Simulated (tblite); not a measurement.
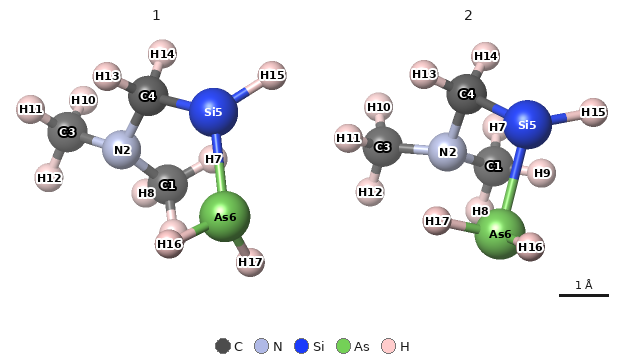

Two geometries of C₃H₁₁AsNSi (multiplicity 2), drawn at one scale. One is the start of a relaxation, the other its converged end. Style: ball-and-stick. Shown from a free direction.

The calculation used GFN2-xTB geometry optimisation, gas phase in tblite 0.8.0. 

**Which of the two is the end point?**

Structure 2 is the relaxed one. The atom that moves furthest after the best rigid fit is H17 (3.00 Å). Largest moves by element: H 3.00 Å, As 1.00 Å, C 0.57 Å, N 0.29 Å, Si 0.28 Å. Near-neighbour distances that change, for instance: N2–As6 3.626 → 2.903 Å, C4–Si5 1.832 → 1.929 Å, Si5–As6 2.272 → 2.330 Å, As6–H17 1.551 → 1.497 Å. Among the angles between lasting bonds that change: H16–As6–H17 114.6° → 89.3°, Si5–As6–H16 116.0° → 94.6°, Si5–As6–H17 113.6° → 92.3°. Groups turn about C1–N2 by about 50°, N2–C4 by about 25°. Over 172 geometry steps the energy falls by 44.0 kcal/mol.
